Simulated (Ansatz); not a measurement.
# CHAlO2: what the fields show

The calculation's input:

```
crystal:
  periodic: [false, false, false]
  atoms:
    - {symbol: C, position_ang: [-0.207935, 0.063020, 0.331188]}
    - {symbol: Al, position_ang: [1.688487, 2.027478, 1.159890]}
    - {symbol: O, position_ang: [-0.532758, -0.302399, 1.431297]}
    - {symbol: O, position_ang: [0.688491, 1.007218, 0.078712]}
    - {symbol: H, position_ang: [-0.634766, -0.362077, -0.596904]}
basis:
  gaussian:
    orbitals: def2-TZVPD
total_charge: 0
hamiltonian:
  xc: {name: PBE0}
output: {forces: true, orbitals: {seedname: orbitals}}
```

Command:

```sh
ansatz run input.yaml --threads 1 --pin off --max-ram 2610MiB --events-out events.jsonl --progress --plain --runs-dir runs
```

Geometry: PBE0-D3(BJ)/pcseg-1.

Computed with isolated molecule in a Gaussian basis; Kohn-Sham density functional theory, functional PBE0 in Ansatz 0.2.0.

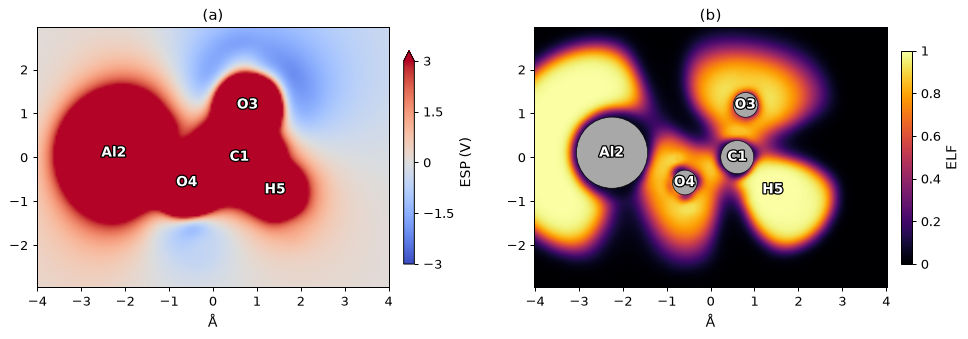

Figure 1. (a) electrostatic potential; (b) ELF on the molecular plane. Grey discs cover the atomic cores in the ELF map.

**What do the fields say about this system?**

- The section cuts through C, Al, O and H sites.
- C–O (1.20 Å): the ELF peaks at about 0.85 between the atoms: a multiple bond.
- Al–O (1.79 Å): the ELF peaks at about 0.85 in the valence shell of O, 0.6 Å from its nucleus, and is about 0.50 at the midpoint.
- C–H (1.11 Å): the ELF climbs to about 1 towards the hydrogen, as it does in any bond to H: an ordinary covalent bond to hydrogen.
- C–O (1.33 Å): the ELF peaks at about 0.85 between the atoms (a polar covalent bond).
- The ELF also peaks beside O4 and O3, away from the bonds: lone-pair regions.
- Outside the dense part of the molecule the potential is most negative (−2.0 V) near O3.

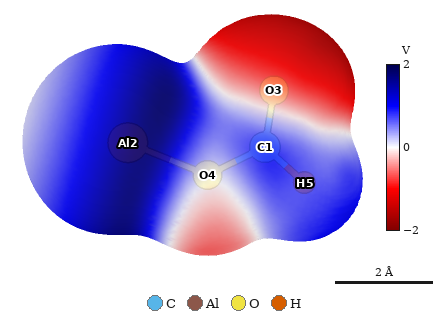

Figure 2. The molecular electrostatic potential painted on the density surface at 0.002 e/bohr³, seen across its widest extent; the colour scale runs from red (negative) to blue (positive).

**Where is the surface potential most negative and most positive?**

The most negative region (about −1.7 V) lies over O3, the most positive (about +1.8 V) over Al2. O3 is the likeliest acceptor of a hydrogen bond.

**What dipole moment does the calculation give?**

Its dipole moment is 2.26 D.

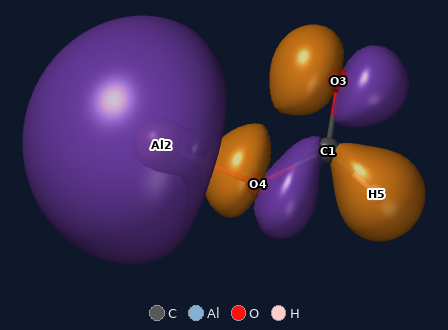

Figure 3. One frontier orbital at ±0.06 Å⁻³ᐟ² (orange and purple are the two phases), seen across its widest extent.

**Which orbital is it: HOMO or LUMO?**

The HOMO, at −7.12 eV. It lies mainly on Al2 (about 80 %), O4 (about 10 %) and O3 (about 10 %); it is symmetric in the molecular plane (an in-plane orbital: σ, lone-pair or in-plane π type).

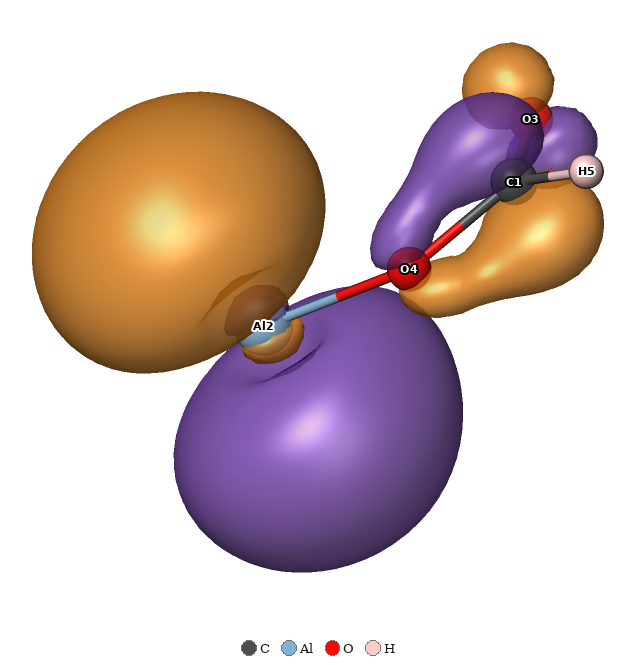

Figure 4. The LUMO at ±0.1 Å⁻³ᐟ² (orange and purple are the two phases), seen at an oblique angle.

**Where does this orbital lie, and at what energy?**

Its weight (Hirshfeld) is mainly on Al2 (about 85 %); it changes sign across the molecular plane (π type). Its energy is −1.75 eV.
